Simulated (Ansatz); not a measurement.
Base system: Pd in the fcc (Cu type) structure (space group Fm-3m, No. 225; a = 3.8777 Å; relaxed with 0.1 eV smearing). Axes: x, y, z lie along the cube axes.

Structures relaxed with PBEsol/PAW in Ansatz (a program for electronic structure), without spin-orbit coupling.

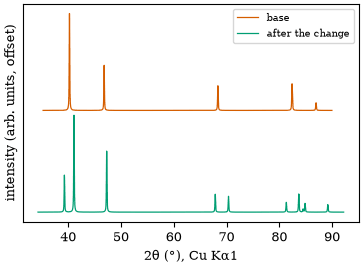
Figure: Simulated powder patterns before (top) and after one change

Task: Which change produced these results?
A) biaxial strain +2.50 %, plane normal [111], relaxed out of plane
B) biaxial strain −2.50 %, plane normal [111], relaxed out of plane
C) biaxial strain −1.25 %, plane normal [111], relaxed out of plane
D) biaxial strain +1.67 %, plane normal [111], relaxed out of plane

Result: B, biaxial strain −2.50 %, plane normal [111], relaxed out of plane. Its volume per atom is 14.18 Å³ against 14.58 Å³, and its space group is R-3m (No. 166).

No phonon test of stability was made. The final runs are not spin-polarised. Pd lies near a magnetic instability that expansion can trigger; it was not tested.
